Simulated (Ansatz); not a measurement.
Process, species as SMILES: [CH] (CH) → C atom + H atom
B3LYP-D3(BJ)/def2-TZVP geometries, fixed; electronic energies without zero-point terms.

Basis-set convergence of the atomisation energy at PBE with Ansatz (a first-principles code). Cartesian d functions, on some or all atoms, in 6-31G*, 6-31+G*; all else is spherical. The program fits the integrals of some runs and decomposes those of others, by size. An unrestricted PBE determinant is markedly spin-contaminated. Open shells are unrestricted. No added dispersion term, no relativity. Functions are those of the species that has most. Reference: the value in aug-cc-pV5Z, 84.84 kcal/mol, itself unsure by roughly 0.04 kcal/mol (its mean distance from pcseg-4, aug-pcseg-3, aug-cc-pVQZ). Deviations are taken from unrounded values.

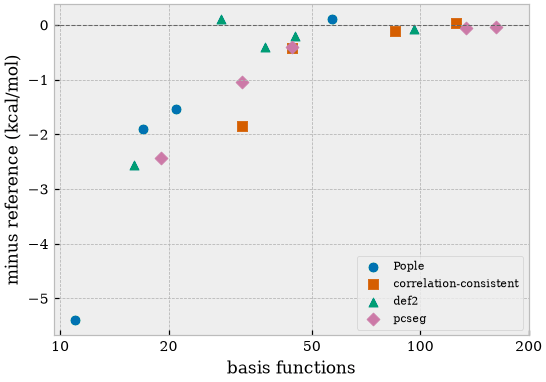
Figure: Deviation from the reference against the number of basis functions, by family of sets.

```tsv
basis	functions	atomisation energy (kcal/mol)	minus reference (kcal/mol)
3-21G	11	79.45	-5.40
def2-SV(P)	16	82.28	-2.56
6-31G*	17	82.94	-1.90
pcseg-1	19	82.41	-2.44
6-31+G*	21	83.31	-1.53
def2-SVPD	28	84.95	0.11
aug-cc-pVDZ	32	82.99	-1.85
aug-pcseg-1	32	83.80	-1.04
def2-TZVP	37	84.43	-0.41
cc-pVTZ	44	84.43	-0.42
pcseg-2	44	84.44	-0.40
def2-TZVPP	45	84.65	-0.20
6-311++G(3df,3pd)	57	84.95	0.10
cc-pVQZ	85	84.73	-0.11
def2-QZVPPD	96	84.78	-0.06
aug-cc-pVQZ	126	84.87	0.03
aug-pcseg-3	134	84.80	-0.05
pcseg-4	162	84.80	-0.04
```
